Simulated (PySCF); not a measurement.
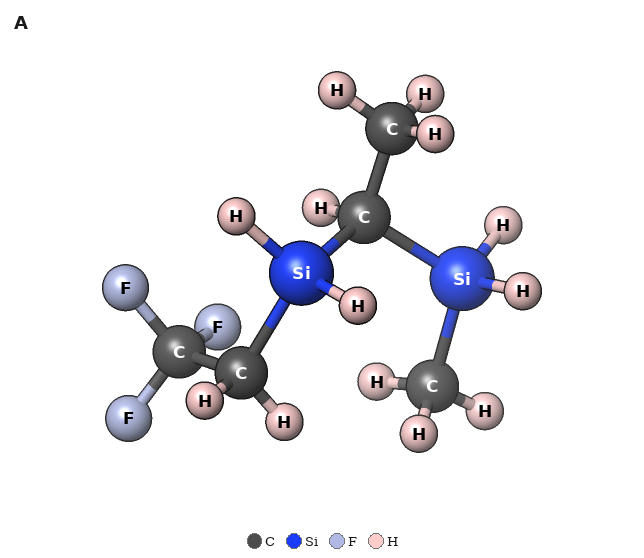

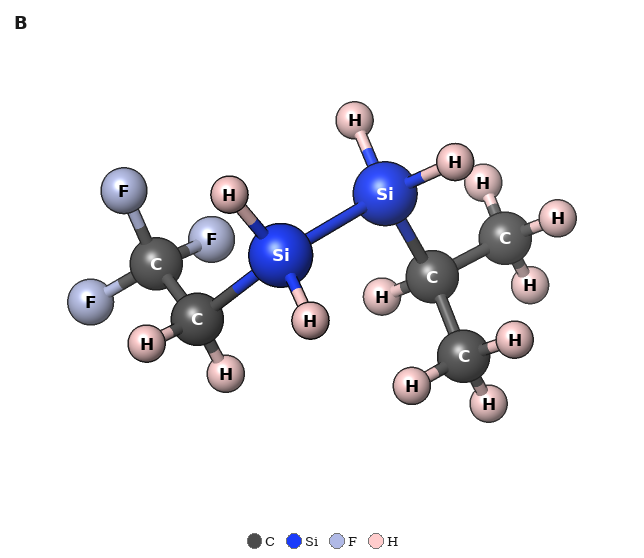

2 stationary structures of one formula. Geometries: GFN2-xTB. Electronic energies: PBE0/pcSseg-1 (PySCF 2.14.0), without zero-point energy. No frequency run is at hand to confirm each as a minimum. Each is one conformer, not always the lowest.

**Rank them by energy, lowest first.**

A is lowest; B lies 0.339 eV above it. A is `C[SiH2][C@H](C)[SiH2]CC(F)(F)F`, B is `CC(C)[SiH2][SiH2]CC(F)(F)F`.

The geometry is semi-empirical. Around Si such bond lengths and angles can be off by a tenth of an ångström or more and by several degrees, and values that hang on the shape move with them.
